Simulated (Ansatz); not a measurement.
ZrB2 (AlB2 type, space group P6/mmm)

```xyz
6
Lattice="6.3429 0.0000 0.0000 -1.5857 2.7465 0.0000 0.0000 0.0000 3.5413" Properties=species:S:1:pos:R:3 pbc="T T T"
Zr     0.0000     0.0000     0.0000
Zr     3.1714     0.0000     0.0000
B      0.0000     1.8310     1.7707
B      3.1714     1.8310     1.7707
B      1.5857     0.9155     1.7707
B      4.7571     0.9155     1.7707
```

A phonon eigenvector at M = (0.5, 0.0, 0.0) is frozen into this cell: atom i moves by Q times the vector below, so Q is the largest atomic displacement, in Å. The cell is held. (q is in reciprocal vectors of the primitive cell; the cell shown is doubled to hold the pattern.)

```tsv
atom	x	y	z
B3	0.866	0.500	0.000
B4	-0.866	-0.500	0.000
B5	0.866	0.500	0.000
B6	-0.866	-0.500	0.000
```

Atoms not listed stay in place.

These are PBE (plane waves to 420 eV, PAW, scalar-relativistic; Ansatz, a quantum-chemistry and plane-wave program) values and carry that method's errors. k mesh 17×17×13 (Γ-centred), Fermi-Dirac smearing 0.05 eV. Energies are smeared free energies. With partly filled bands, energies and forces of such displacements shift with the k mesh and the smearing. ZrB2 is run without spin polarisation. ZrB2 was relaxed with its symmetry unable to fall. ΔE is measured from the undisplaced structure.

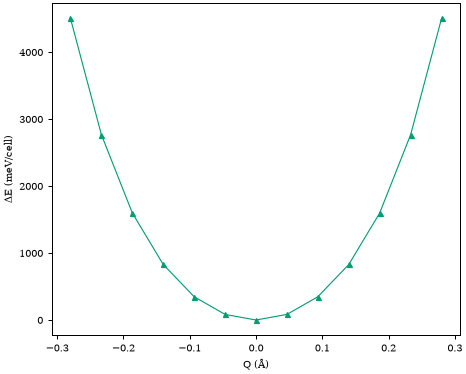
*ΔE (meV/cell) against Q (Å); computed points joined by lines.*

**Question.** What is the energy change at Q = 0.280 Å?

**Answer.** About 4500 meV/cell.

**Question.** What harmonic wavenumber does the curvature at Q = 0 give?

**Answer.** About 690 cm⁻¹.

(A displaced cell: forces are minus the slopes of the energy, force constants its curvatures, and phonons follow from these.)
